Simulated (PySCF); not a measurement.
# C4H5BrO: the cost of one run

Computed with PySCF 2.14.0 and routines of our own; the level stands in each step. Atoms count from 0.

## Step 1: The system as given

11 atoms, charge 0, multiplicity 1; geometry from: GFN2-xTB.

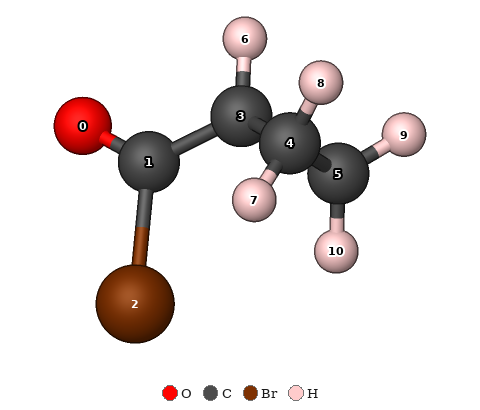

The starting geometry (oxygen red, carbon dark grey, bromine brown, hydrogen pink).

## Step 2: Optimising the geometry at PBE0-D3(BJ)/def2-SVP

What the job is given:

```
{"job": {"xc": "PBE0", "basis": "def2-SVP", "d3": "d3bj", "grid": 1, "kind": "geom"}, "charge": 0, "multiplicity": 1}
O      1.904645    -1.698841     0.842114
C      1.282102    -0.899565     0.231142
Br     2.105099    -0.167713    -1.417950
C     -0.037669    -0.360717     0.524251
C     -0.400665     1.076535     0.217869
C     -1.020099    -0.011233    -0.573317
H     -0.438894    -0.794642     1.434208
H      0.350043     1.691111    -0.255024
H     -0.990037     1.591744     0.960205
H     -2.051401    -0.273879    -0.395499
H     -0.697701    -0.150127    -1.593961
```

Launch:

```sh
> OMP_NUM_THREADS=1 python excited_run.py task.json out
```

The driver reads the jobs from task.json and runs them one after another.

Q: Estimate the wall time and peak memory of this first job on 1 thread of Arm Neoverse V1, shared host.

About 26 s, with a peak of 0.57 GiB.
